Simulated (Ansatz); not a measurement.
```xyz
8

Ge    0.4355    0.0842    0.0575
C     0.9306   -0.0216    1.9338
H     0.0409   -0.1263    2.5557
H     1.5779   -0.8823    2.1052
H     1.4640    0.8805    2.2395
H     1.6432    0.1723   -0.8779
H    -0.5785    1.1917   -0.2358
F    -0.3624   -1.4045   -0.3400
```

These are results of RHF/def2-SVP in Ansatz, not measurements.

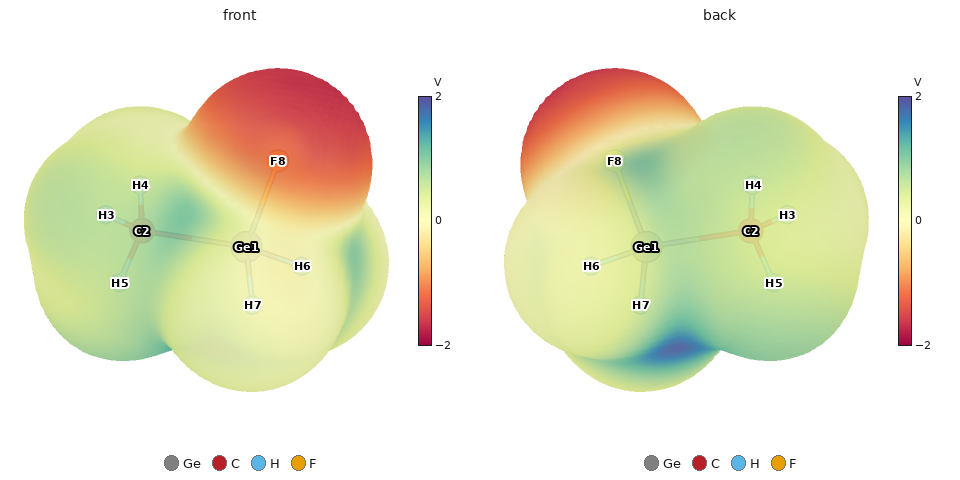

CH$_{5}$FGe. The electrostatic potential painted on the density surface at 0.001 e/bohr³, seen from the front and from behind; red is negative and blue positive.

### Which sites attract a positive test charge, and which a negative one?

A positive charge is drawn to the negative regions and a negative charge to the positive ones. The most negative region (about −1.7 V) lies over F8, the most positive (about +1.8 V) over Ge1.
